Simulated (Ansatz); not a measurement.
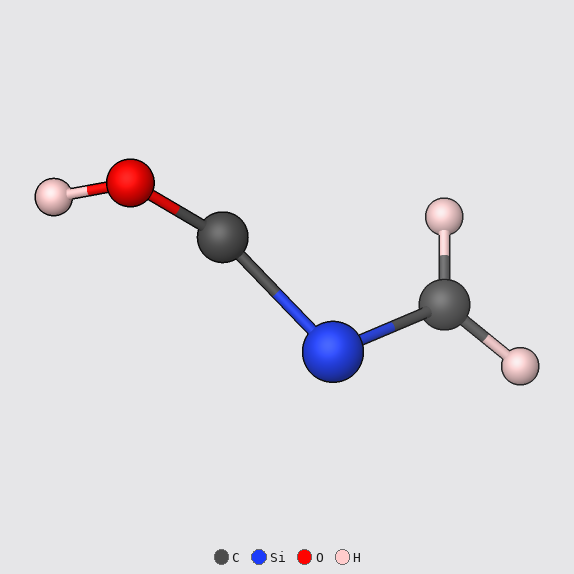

A ball-and-stick model of a molecule.

State: neutral, doublet. Computed geometry: PBE0-D4/def2-TZVP optimisation. No frequency run is at hand to confirm it as a minimum.

Describe the molecule.

Formula C2H3OSi. This geometry has C1 symmetry. It is an open-shell species. Coordination: 1 C trigonal planar; 1 Si bent; 1 C bent; 1 O bent.

More results for the same structure follow; atom numbers are the same in all pictures, views and colours differ.

### Geometry

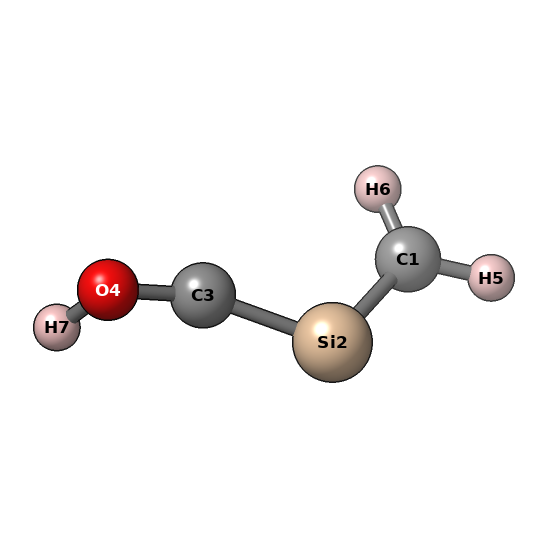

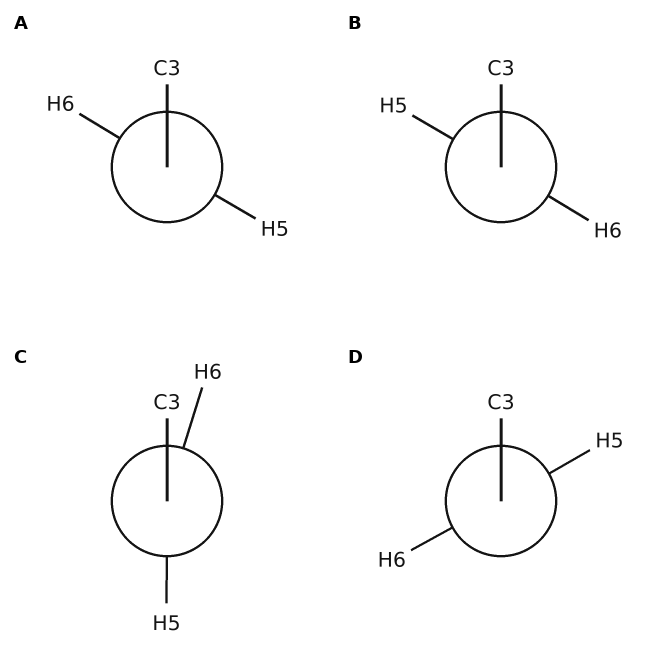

Atoms fade into the background with distance from the viewer. Bonds that would overlap in a projection are set slightly apart. No frequency run is at hand to confirm it as a minimum.

**Which Newman projection shows the view along Si2–C1, with Si2 in front?**

C. The torsion angle C3–Si2–C1–H5 is 180°, antiperiplanar (anti).

### Charges

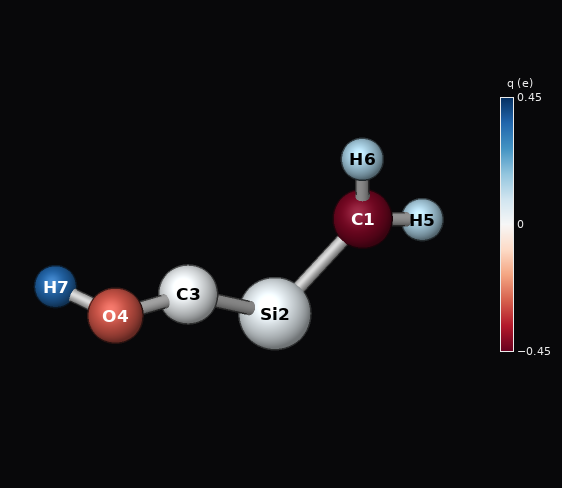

Atoms are coloured by their Mulliken charges. No frequency run is at hand to confirm it as a minimum. Level of theory: UKS PBE0-D4/def2-TZVP (Ansatz 0.2.0).

**Which atom carries the highest charge (most positive or least negative)?**

H7 (0.36 e).

**And the lowest?**

C1 (−0.43 e).

List the Mulliken charges.

| atom | value (e) |
| --- | --- |
| C1 | −0.43 |
| Si2 | 0.04 |
| C3 | 0.02 |
| O4 | −0.28 |
| H5 | 0.14 |
| H6 | 0.15 |
| H7 | 0.36 |

### Electronic properties

No frequency run is at hand to confirm it as a minimum. Properties computed with UKS r2SCAN-D4/def2-TZVPP (Ansatz 0.2.0).

**Estimate the dispersion correction.**

−2.9 kJ/mol.

**Estimate the ⟨S²⟩ of the determinant.**

0.863.

### Dipole moment

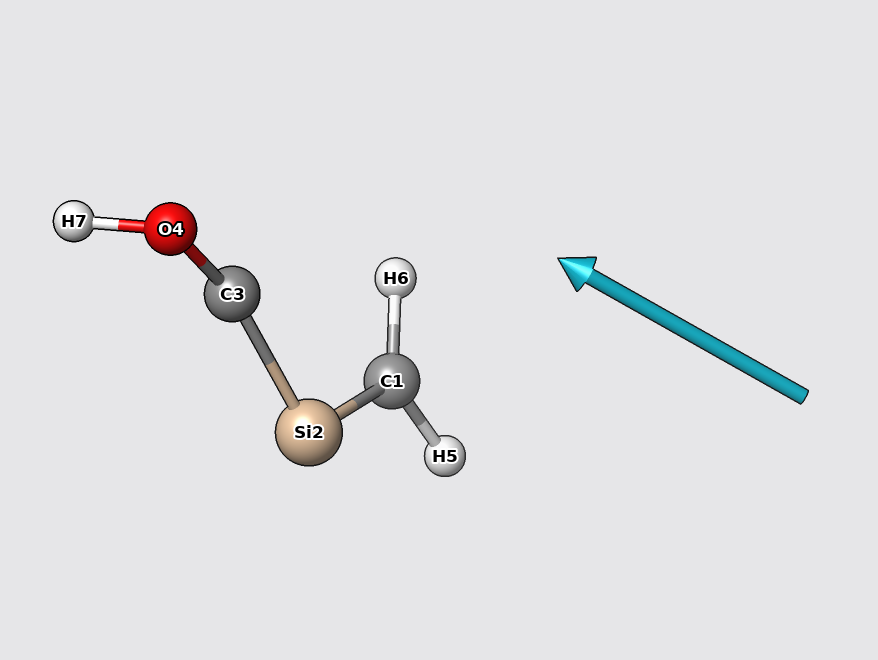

The arrow beside the molecule shows the direction of the dipole moment, from the negative to the positive end (its length means nothing). No frequency run is at hand to confirm it as a minimum. Level of theory: UKS PBE0-D4/def2-TZVP (Ansatz 0.2.0).

**How large is the dipole moment?**

2.64 D; it points from the side of H5 to the side of H7 (the outermost atoms at the two ends).

Mulliken values depend strongly on the basis set and can even reverse the polarity of a bond.
